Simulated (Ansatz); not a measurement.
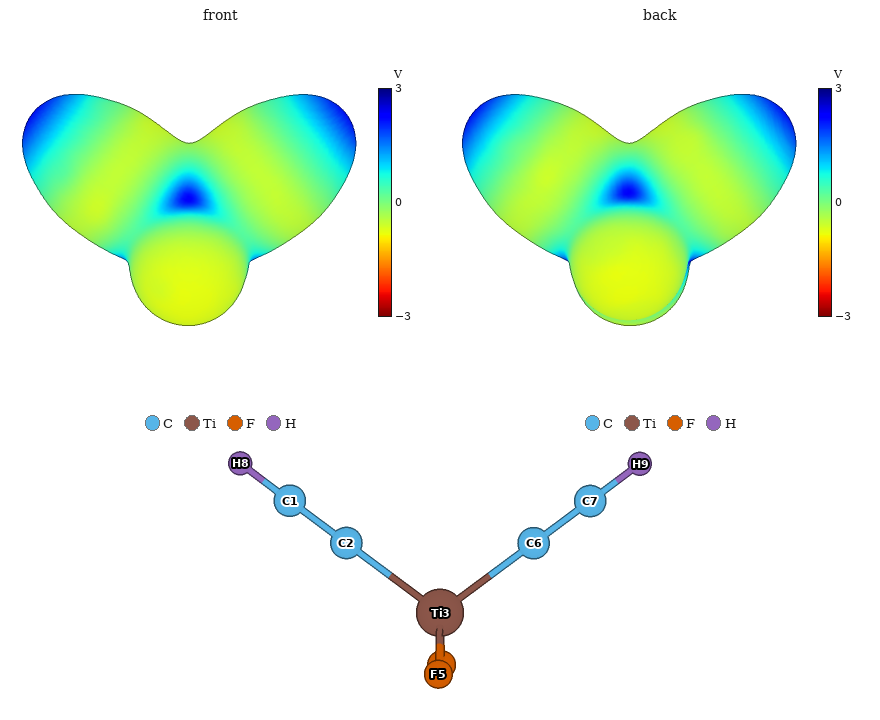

Figure. C$_{4}$H$_{2}$F$_{2}$Ti (SMILES C#[C][Ti]([F])([F])[C]#C). The molecular electrostatic potential painted on the density surface at 0.002 e/bohr³, seen from the front and from behind; the colour scale runs from red (negative) to blue (positive). The bare structure is drawn below in the same view.

Geometry: PBE0-D4/def2-TZVP.

Level of theory: RKS PBE0-D4/def2-TZVPP in Ansatz.

The calculation's input:

```
crystal:
  periodic: [false, false, false]
  atoms:
    - {symbol: C, position_ang: [0.784480, -2.583850, 0.437667]}
    - {symbol: C, position_ang: [0.599696, -1.507788, -0.094627]}
    - {symbol: Ti, position_ang: [0.293679, 0.271656, -0.972112]}
    - {symbol: F, position_ang: [-0.704693, 0.064705, -2.379391]}
    - {symbol: F, position_ang: [1.821916, 0.994781, -1.374094]}
    - {symbol: C, position_ang: [-0.662334, 1.417697, 0.370525]}
    - {symbol: C, position_ang: [-1.240613, 2.109807, 1.184139]}
    - {symbol: H, position_ang: [0.944980, -3.528071, 0.908861]}
    - {symbol: H, position_ang: [-1.748710, 2.714862, 1.901834]}
basis:
  gaussian: {orbitals: def2-TZVPP}
hamiltonian: {xc: pbe0, dispersion: d4}
output: {orbitals: {seedname: orbitals}}
```

Run with:

```sh
ansatz run in.yaml --threads 4 --pin off --events-out ev --progress --plain --max-ram 11315MiB
```

Question: Where is the surface potential most negative and most positive?

Answer: The most negative region (about −0.8 V) lies over F4 and F5, the most positive (about +2.5 V) over Ti3.
